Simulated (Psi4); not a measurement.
# NH3S (Thiohydroxylamine) at MP2/aug-pcseg-3 (density fitting, density fitting for correlation, sweep point 4)

Aim: the vertical electron affinity of NH3S (Thiohydroxylamine) at MP2/aug-pcseg-3 (density fitting, density fitting for correlation, sweep point 4), from 2 runs. 

The calculation is run with Psi4 1.11.

### Step 1. The structure to begin with

NH3S: 5 atoms, total charge 0, spin state singlet. SMILES: `NS`. Geometry: relaxed at GFN2-xTB. This is one conformer, not always the lowest.

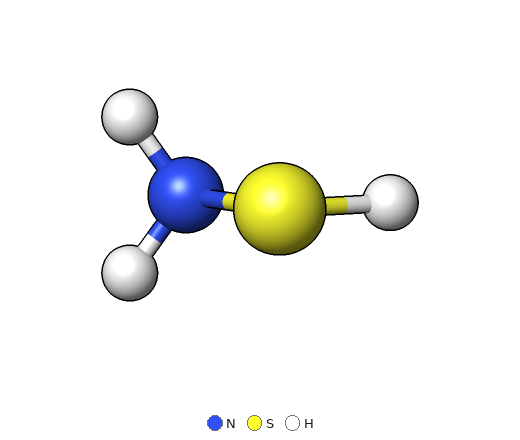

The structure, seen from a chosen angle (nitrogen blue, sulfur yellow, hydrogen white).

### Step 2. A single-point energy at MP2/aug-pcseg-3 (density fitting, density fitting for correlation, sweep point 4)

The input, input.dat:

```
memory 1.6 GB

molecule {
  0 1
  N     -0.162760    -0.507400    -0.231700
  S      0.168270     0.954370     0.610330
  H      0.015040    -1.300690     0.375430
  H     -1.135990    -0.524720    -0.519210
  H      1.115440     1.378440    -0.234860
  symmetry c1
}

set globals {
  basis aug-pcseg-3
  reference rhf
  puream true
  scf_type df
  num_frozen_docc 6
}

energy('mp2')
print_variables()
```

The run is started by

```bash
$ psi4 input.dat output.dat -n 1
```

output.dat:

```text
[...]
  Running in c1 symmetry.
[...]
  Nuclear repulsion =   57.857555781224306
[...]
  Multiplicity = 1
[...]
  Nalpha       = 13
  Nbeta        = 13
[...]
    Number of basis functions: 321
[...]
   @DF-RHF iter   1:  -453.67620705365556   -3.90921e-01   1.19924e-03 ADIIS/DIIS
[...]
   @DF-RHF iter  11:  -453.75124157141613   -7.41807e-11   5.18247e-09 DIIS
[...]
    Orbital Energies [Eh]
    ---------------------
    Doubly Occupied:
       1A    -91.926055     2A    -15.581717     3A     -8.965210
       4A     -6.646769     5A     -6.645859     6A     -6.645278
       7A     -1.192332     8A     -0.917615     9A     -0.677003
      10A     -0.588764    11A     -0.555897    12A     -0.408920
      13A     -0.368523
[...]
  @DF-RHF Final Energy:  -453.75124157141613
   => Energetics <=
    Nuclear Repulsion Energy =             57.8575557812243062
    One-Electron Energy =                -740.9777116516637534
    Two-Electron Energy =                 229.3689142990233449
    Total Energy =                       -453.7512415714161307
[...]
 Multipole Moments:
 ------------------------------------------------------------------------------------
     Multipole            Electronic (a.u.)      Nuclear  (a.u.)        Total (a.u.)
 ------------------------------------------------------------------------------------
 L = 1.  Multiply by 2.5417464519 to convert [e a0] to [Debye]
 Dipole X            :         -0.0362293           -0.1793958           -0.2156251
 Dipole Y            :          1.3717230           -1.7210766           -0.3493537
 Dipole Z            :          1.2331489           -1.2576994           -0.0245505
 Magnitude           :                                                    0.4112723
[...]
```

Wall time 3.9 s (1 thread of AMD EPYC 9R45 (Zen 5), shared host); peak memory 0.7 GiB.

### Step 3. The doublet anion, same level

The input, input.inp:

```
memory 1600 MB

molecule {
  -1 2
  N     -0.162760    -0.507400    -0.231700
  S      0.168270     0.954370     0.610330
  H      0.015040    -1.300690     0.375430
  H     -1.135990    -0.524720    -0.519210
  H      1.115440     1.378440    -0.234860
  symmetry c1
}

set basis aug-pcseg-3
set reference uhf
set puream true
set scf_type df
set num_frozen_docc 6
set maxiter 150

result, w = energy("mp2", return_wfn=True)
```

The run is started by

```bash
$ psi4 -i input.inp -o input.out -n 1
```

input.out:

```text
[...]
  Running in c1 symmetry.
[...]
  Nuclear repulsion =   57.857555781224306
[...]
  Multiplicity = 2
[...]
  Nalpha       = 14
  Nbeta        = 13
[...]
    Number of basis functions: 321
[...]
   @DF-UHF iter   1:  -453.48884861287081   -2.03562e-01   1.73425e-03 ADIIS/DIIS
[...]
   @DF-UHF iter  18:  -453.73138470760381   -7.03153e-11   5.21902e-09 DIIS
[...]
   @S^2 Observed:                7.501259597E-01
[...]
    Orbital Energies [Eh]
    ---------------------
    Alpha Occupied:
       1A    -91.814511     2A    -15.460148     3A     -8.853533
       4A     -6.535184     5A     -6.534257     6A     -6.533627
       7A     -1.072713     8A     -0.804015     9A     -0.554472
      10A     -0.473287    11A     -0.440566    12A     -0.291289
      13A     -0.256247    14A      0.018877
    Alpha Virtual:
      15A      0.091229    16A      0.095671    17A      0.111987
      18A      0.135403    19A      0.137965    20A      0.137997
      21A      0.152697    22A      0.160924    23A      0.188039
      24A      0.195161    25A      0.212022    26A      0.220687
[...]
  @DF-UHF Final Energy:  -453.73138470760381
   => Energetics <=
    Nuclear Repulsion Energy =             57.8575557812243062
    One-Electron Energy =                -743.9537221869998120
    Two-Electron Energy =                 232.3647816981717256
    Total Energy =                       -453.7313847076038087
  UHF NO Occupations:
  HONO-2 :   12  A 1.9999827
  HONO-1 :   13  A 1.9999797
[...]
 Multipole Moments:
 ------------------------------------------------------------------------------------
     Multipole            Electronic (a.u.)      Nuclear  (a.u.)        Total (a.u.)
 ------------------------------------------------------------------------------------
 L = 1.  Multiply by 2.5417464519 to convert [e a0] to [Debye]
 Dipole X            :          2.5763125           -0.1793958            2.3969167
 Dipole Y            :          5.7221002           -1.7210766            4.0010235
 Dipole Z            :          1.6507095           -1.2576994            0.3930101
 Magnitude           :                                                    4.6805828
[...]
```

Wall time 6.3 s (1 thread of AMD EPYC 9R45 (Zen 5), shared host); peak memory 0.7 GiB.

### Step 4. What came out

At MP2/aug-pcseg-3 (density fitting, density fitting for correlation, sweep point 4), 6 core orbitals frozen:

```
                                                                 quantity          value
                                               singlet NH3S: total energy  -454.17970 Eh
                        singlet NH3S: HOMO energy (Hartree–Fock orbitals)      -10.03 eV
                        singlet NH3S: LUMO energy (Hartree–Fock orbitals)        0.56 eV
                      singlet NH3S: HOMO–LUMO gap (Hartree–Fock orbitals)       10.59 eV
                singlet NH3S: correlation energy (6 core orbitals frozen)     -428.5 mEh
                                              doublet anion: total energy  -454.16486 Eh
doublet anion: HOMO energy (Hartree–Fock orbitals) (highest over α and β)        0.51 eV
 doublet anion: LUMO energy (Hartree–Fock orbitals) (lowest over α and β)        2.48 eV
               doublet anion: correlation energy (6 core orbitals frozen)     -433.5 mEh
                         doublet anion: ⟨S²⟩ of the reference determinant          0.750
                        vertical electron affinity (to the doublet anion)      -0.404 eV
```

The anion lies 0.40 eV (9.3 kcal/mol) above the neutral: the electron isn't bound at this level, and such a value depends on the basis. The HOMO (doublet anion) lies at positive energy, 0.51 eV: the electron is unbound at this level or held by a compact basis; values depend on the basis.
